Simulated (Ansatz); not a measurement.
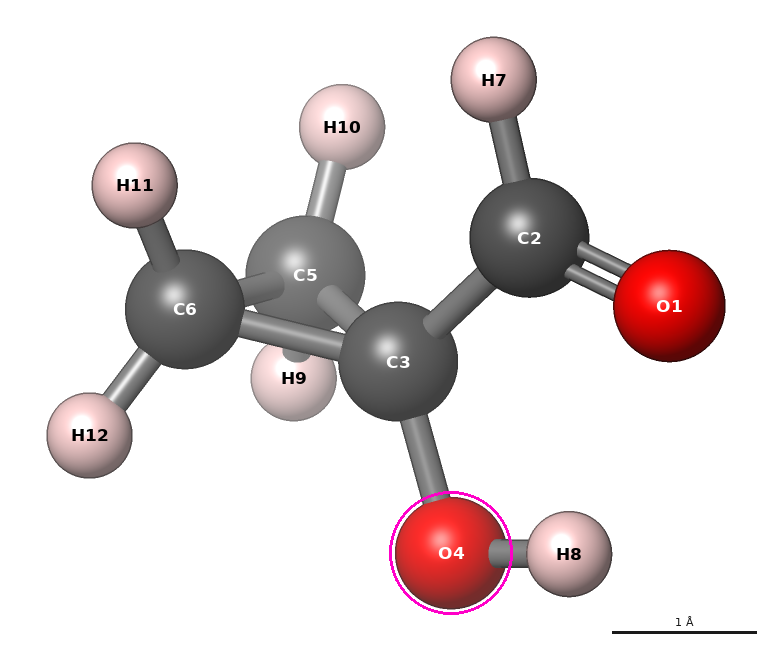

Orthographic view. Depth is shown by fading: the farther an atom, the more it takes the colour of the background. The computed structure is the end point of a PBE-D4/def2-SVP optimisation. No frequency run is at hand to confirm it as a minimum.

Question: Name the neighbours of the circled atom.

Answer: The circled atom is O4; it is bonded to C3, H8.

Question: Which atom is nearest the viewer?

Answer: O1, 1.4 Å in front of the mean position.

Question: Which atom is farthest from the viewer?

Answer: H9, 2.0 Å behind the mean position.

Question: Of C3 and C5, which is nearer the viewer?

Answer: C3; the bond to C5 points away from the viewer, so it looks shorter than its 1.53 Å.
